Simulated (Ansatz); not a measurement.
The relaxed structure here is a generated cell of Al: the first start was made by placing the elements on the sites of a structure type, and the end was not matched to a known phase here, so it may be hypothetical. Known forms of Al include space group No. 225.

The end point of a relaxation of Al. Space group Im-3m (No. 229), bcc (W type). These are r2SCAN (plane waves to 500 eV, PAW, scalar-relativistic; Ansatz, a quantum-chemistry and plane-wave program) values and carry that method's errors.

```cif
data_Al2
_chemical_formula_sum 'Al2'
_space_group_name_H-M_alt 'Im-3m'
_space_group_IT_number 229
_space_group_name_Hall '-I 4 2 3'
_cell_length_a 3.18740
_cell_length_b 3.18740
_cell_length_c 3.18740
_cell_angle_alpha 90.000
_cell_angle_beta 90.000
_cell_angle_gamma 90.000
loop_
_atom_site_label
_atom_site_type_symbol
_atom_site_symmetry_multiplicity
_atom_site_Wyckoff_symbol
_atom_site_fract_x
_atom_site_fract_y
_atom_site_fract_z
_atom_site_occupancy
Al1 Al 2 a 0.00000 0.00000 0.00000 1
```
(The calculation used a cell of 1 atom; values per cell refer to that cell.)

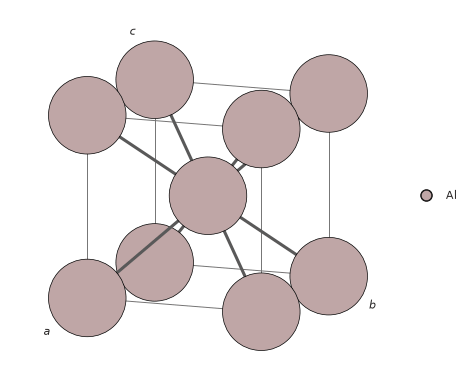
Fig. 1. The conventional cell of the relaxed structure

```yaml
volume_per_atom: 16.19 Å³
band_gap: no gap (metallic)
shortest_distances: Al–Al 2.76 Å
k-mesh: 20×20×20
```

No spin polarisation in the result.

The run could not lose the symmetry of its start, so the end can be a saddle point.

It was reached from a disturbed copy of a P6/mmm (No. 191) cell, against which it lies -0.03 eV/atom.
